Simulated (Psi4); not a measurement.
**BSiN2H5 (SMILES N[SiH]1BN1) at CCSD(T)/cc-pVDZ**

Aim: the energy change on altering one bond length of BSiN2H5 at CCSD(T)/cc-pVDZ, from 2 runs. Input form: a QCSchema input.

The calculation is run with Psi4 1.11.

### 1 The molecule

BSiN2H5: 9 atoms, total charge 0, spin state singlet. SMILES: `N[SiH]1BN1`. The shape is that of a PBE0-D4/def2-TZVP optimisation. This is one conformer, not always the lowest.

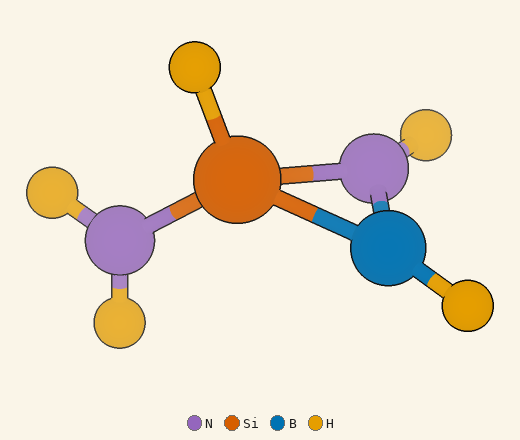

The structure, seen from a chosen angle (nitrogen purple, silicon orange, boron blue, hydrogen amber).

### 2 A single-point energy at CCSD(T)/cc-pVDZ

Contents of input.json:

```json
{
 "schema_name": "qcschema_input",
 "schema_version": 1,
 "molecule": {
  "schema_name": "qcschema_molecule",
  "schema_version": 2,
  "symbols": ["N", "Si", "B", "N", "H", "H", "H", "H", "H"],
  "geometry": [-1.20526732, 3.00107406, 0.41233824, 0.48925009, 0.33164693, 1.00249971, -0.44200694, -3.07231673, 0.20824782, 1.22926684, -1.8360579, -1.39537377, -0.41819639, 4.73055141, 0.40232269, -2.95137426, 2.98066502, -0.33504844, 2.72347329, 1.17333095, 2.46647054, -1.40085398, -5.10679588, 0.21618467, 2.14294943, -2.28959217, -3.01014474],
  "molecular_charge": 0,
  "molecular_multiplicity": 1,
  "fix_symmetry": "c1",
  "fix_com": true,
  "fix_orientation": true
 },
 "driver": "energy",
 "model": {
  "method": "ccsd(t)",
  "basis": "cc-pVDZ"
 },
 "keywords": {
  "puream": true,
  "e_convergence": 1e-09,
  "d_convergence": 1e-08,
  "scf_type": "pk",
  "num_frozen_docc": 8
 }
}
```

Launch:

```sh
$ psi4 --qcschema input.json -n 1 --memory 2200MB
```

stdout:

```text
[...]
  Running in c1 symmetry.
[...]
  Nuclear repulsion =  149.962674471596983
[...]
  Multiplicity = 1
[...]
  Nalpha       = 19
  Nbeta        = 19
[...]
    Number of basis functions: 85
[...]
   @RHF iter   1:  -425.31452493697589   -6.16768e-01   6.18954e-03 DIIS/ADIIS
[...]
   @RHF iter  12:  -425.45119589435456   -3.86535e-12   4.77378e-09 DIIS
[...]
    Orbital Energies [Eh]
    ---------------------
    Doubly Occupied:
       1A    -68.791115     2A    -15.545203     3A    -15.537465
       4A     -7.595728     5A     -6.135241     6A     -4.243059
       7A     -4.241498     8A     -4.240896     9A     -1.154802
      10A     -1.127324    11A     -0.760222    12A     -0.672250
      13A     -0.652741    14A     -0.594293    15A     -0.527788
      16A     -0.484341    17A     -0.422823    18A     -0.412944
      19A     -0.337462
[...]
  @RHF Final Energy:  -425.45119589435456
   => Energetics <=
    Nuclear Repulsion Energy =            149.9626744715969835
    One-Electron Energy =                -883.8733481678888211
    Two-Electron Energy =                 308.4594778019372825
    Total Energy =                       -425.4511958943545551
[...]
 Multipole Moments:
 ------------------------------------------------------------------------------------
     Multipole            Electronic (a.u.)      Nuclear  (a.u.)        Total (a.u.)
 ------------------------------------------------------------------------------------
 L = 1.  Multiply by 2.5417464519 to convert [e a0] to [Debye]
 Dipole X            :         -4.8701604            4.9034613            0.0333009
 Dipole Y            :          1.6254443           -1.0752542            0.5501901
 Dipole Z            :         -8.4767216            7.9347710           -0.5419506
 Magnitude           :                                                    0.7729997
[...]
      * MP2 total energy                      = -425.966322158885305
[...]
      * CCSD total energy                     = -426.005598222773301
[...]
      * CCSD(T) total energy                  = -426.022985449874398
[...]
```

The result, in JSON:

```text
{
 "driver": "energy",
 "model": {
  "method": "ccsd(t)",
  "basis": "cc-pVDZ"
 },
 "success": true,
 "return_result": -426.0229854498744,
 "properties": {
  "calcinfo_nbasis": 85,
  "calcinfo_nmo": 85,
  "calcinfo_nalpha": 19,
  "calcinfo_nbeta": 19,
  "calcinfo_natom": 9,
  "nuclear_repulsion_energy": 149.96267447159698,
  "return_energy": -426.0229854498744,
  "scf_one_electron_energy": -883.8733481678888,
  "scf_two_electron_energy": 308.4594778019373,
  "scf_dipole_moment": [0.033300882626257966, 0.5501901176884698, -0.5419505858381566],
  "scf_total_energy": -425.45119589435456,
  "scf_iterations": 12,
  "mp2_same_spin_correlation_energy": -0.12422944975518896,
  "mp2_opposite_spin_correlation_energy": -0.3908968147776703,
  "mp2_singles_energy": -5.804900301648279e-28,
  "mp2_doubles_energy": -0.5151262645328593,
  "mp2_correlation_energy": -0.5151262645328593,
  "mp2_total_energy": -425.9663221588853,
  "ccsd_same_spin_correlation_energy": -0.11292581890987313,
  "ccsd_opposite_spin_correlation_energy": -0.4414765095109677,
  "ccsd_singles_energy": 0.0,
  "ccsd_doubles_energy": -0.5544023284208408,
  "ccsd_correlation_energy": -0.5544023284208407,
  "ccsd_total_energy": -426.0055982227733,
  "ccsd_iterations": 16,
  "ccsd_prt_pr_correlation_energy": -0.5717895555219579,
  "ccsd_prt_pr_total_energy": -426.0229854498744
 }
}
```

It took 24 s on 1 thread of AMD EPYC 9R45 (Zen 5), shared host; peak memory 0.58 GiB.

### 3 The distorted shape at the same level

Contents of bh5n2si.json:

```json
{
  "schema_name": "qcschema_input",
  "schema_version": 1,
  "molecule": {
    "schema_name": "qcschema_molecule",
    "schema_version": 2,
    "symbols": ["N", "Si", "B", "N", "H", "H", "H", "H", "H"],
    "geometry": [-2.05252225, 4.33578006, 0.1172594, 0.48925009, 0.33164693, 1.00249971, -0.44200694, -3.07231673, 0.20824782, 1.22926684, -1.8360579, -1.39537377, -1.26545132, 6.06525741, 0.10724385, -3.79862919, 4.31537102, -0.63012729, 2.72347329, 1.17333095, 2.46647054, -1.40085398, -5.10679588, 0.21618467, 2.14294943, -2.28959217, -3.01014474],
    "molecular_charge": 0,
    "molecular_multiplicity": 1,
    "fix_symmetry": "c1",
    "fix_com": true,
    "fix_orientation": true
  },
  "driver": "energy",
  "model": {
    "method": "ccsd(t)",
    "basis": "cc-pVDZ"
  },
  "keywords": {
    "puream": true,
    "e_convergence": 1e-09,
    "d_convergence": 1e-08,
    "scf_type": "pk",
    "num_frozen_docc": 8
  }
}
```

Launch:

```sh
$ psi4 --qcschema bh5n2si.json -n 1 --memory 2200MB
```

stdout:

```text
[...]
  Running in c1 symmetry.
[...]
  Nuclear repulsion =  134.061429663950577
[...]
  Multiplicity = 1
[...]
  Nalpha       = 19
  Nbeta        = 19
[...]
    Number of basis functions: 85
[...]
   @RHF iter   1:  -425.14421066991355   -1.04713e+00   6.83471e-03 DIIS/ADIIS
[...]
   @RHF iter  14:  -425.31963111265202   -5.45697e-12   6.97654e-09 DIIS
[...]
    Orbital Energies [Eh]
    ---------------------
    Doubly Occupied:
       1A    -68.859963     2A    -15.590027     3A    -15.492297
       4A     -7.641963     5A     -6.196974     6A     -4.304289
       7A     -4.302041     8A     -4.301917     9A     -1.190352
      10A     -1.017245    11A     -0.796037    12A     -0.667944
      13A     -0.603434    14A     -0.571472    15A     -0.513304
      16A     -0.483568    17A     -0.406397    18A     -0.372527
      19A     -0.319425
[...]
  @RHF Final Energy:  -425.31963111265202
   => Energetics <=
    Nuclear Repulsion Energy =            134.0614296639505767
    One-Electron Energy =                -851.4997750387962014
    Two-Electron Energy =                 292.1187142621936346
    Total Energy =                       -425.3196311126520186
[...]
 Multipole Moments:
 ------------------------------------------------------------------------------------
     Multipole            Electronic (a.u.)      Nuclear  (a.u.)        Total (a.u.)
 ------------------------------------------------------------------------------------
 L = 1.  Multiply by 2.5417464519 to convert [e a0] to [Debye]
 Dipole X            :          3.5162841           -2.7218331            0.7944510
 Dipole Y            :        -11.8349758           10.9370998           -0.8978759
 Dipole Z            :         -5.6465532            5.2790615           -0.3674918
 Magnitude           :                                                    1.2539473
[...]
      * MP2 total energy                      = -425.845537173589719
[...]
      * CCSD total energy                     = -425.886064677136517
[...]
      * CCSD(T) total energy                  = -425.906992033294330
[...]
```

The result, in JSON:

```text
{
 "driver": "energy",
 "model": {
  "method": "ccsd(t)",
  "basis": "cc-pVDZ"
 },
 "success": true,
 "return_result": -425.90699203329433,
 "properties": {
  "calcinfo_nbasis": 85,
  "calcinfo_nmo": 85,
  "calcinfo_nalpha": 19,
  "calcinfo_nbeta": 19,
  "calcinfo_natom": 9,
  "nuclear_repulsion_energy": 134.06142966395058,
  "return_energy": -425.90699203329433,
  "scf_one_electron_energy": -851.4997750387962,
  "scf_two_electron_energy": 292.11871426219363,
  "scf_dipole_moment": [0.7944510267200409, -0.8978759454318332, -0.36749175007576973],
  "scf_total_energy": -425.319631112652,
  "scf_iterations": 14,
  "mp2_same_spin_correlation_energy": -0.12488865666152588,
  "mp2_opposite_spin_correlation_energy": -0.40101740427494587,
  "mp2_singles_energy": -4.923646490218604e-28,
  "mp2_doubles_energy": -0.5259060609364717,
  "mp2_correlation_energy": -0.5259060609364717,
  "mp2_total_energy": -425.8455371735897,
  "ccsd_same_spin_correlation_energy": -0.11121177055995435,
  "ccsd_opposite_spin_correlation_energy": -0.45522179392331386,
  "ccsd_singles_energy": 0.0,
  "ccsd_doubles_energy": -0.5664335644832682,
  "ccsd_correlation_energy": -0.5664335644832682,
  "ccsd_total_energy": -425.8860646771365,
  "ccsd_iterations": 22,
  "ccsd_prt_pr_correlation_energy": -0.5873609206410882,
  "ccsd_prt_pr_total_energy": -425.90699203329433
 }
}
```

It took 28 s on 1 thread of AMD EPYC 9R45 (Zen 5), shared host; peak memory 0.5 GiB.

### 4 Results

At CCSD(T)/cc-pVDZ, 8 core orbitals frozen:

```
                                                          quantity          value
                                         first shape: total energy  -426.02299 Eh
                  first shape: HOMO energy (Hartree–Fock orbitals)       -9.18 eV
                  first shape: LUMO energy (Hartree–Fock orbitals)        3.77 eV
                first shape: HOMO–LUMO gap (Hartree–Fock orbitals)       12.96 eV
          first shape: correlation energy (8 core orbitals frozen)     -571.8 mEh
                                       first shape: (T) correction     -17.39 mEh
                                        first shape: T1 diagnostic          0.014
                                     distorted shape: total energy  -425.90699 Eh
              distorted shape: HOMO energy (Hartree–Fock orbitals)       -8.69 eV
              distorted shape: LUMO energy (Hartree–Fock orbitals)        2.10 eV
            distorted shape: HOMO–LUMO gap (Hartree–Fock orbitals)       10.79 eV
      distorted shape: correlation energy (8 core orbitals frozen)     -587.4 mEh
                                   distorted shape: (T) correction     -20.93 mEh
                                    distorted shape: T1 diagnostic          0.020
energy change with the N1–Si2 bond stretched from 1.702 to 2.553 Å       3.156 eV
```

In words: With the N1–Si2 bond stretched from 1.702 to 2.553 Å the energy rises by 3.16 eV (305 kJ/mol). The first shape isn't relaxed at this level, so the change isn't measured from a minimum. The triples (first shape) make up 3.0 % of the correlation energy. The triples (distorted shape) make up 3.6 % of the correlation energy.
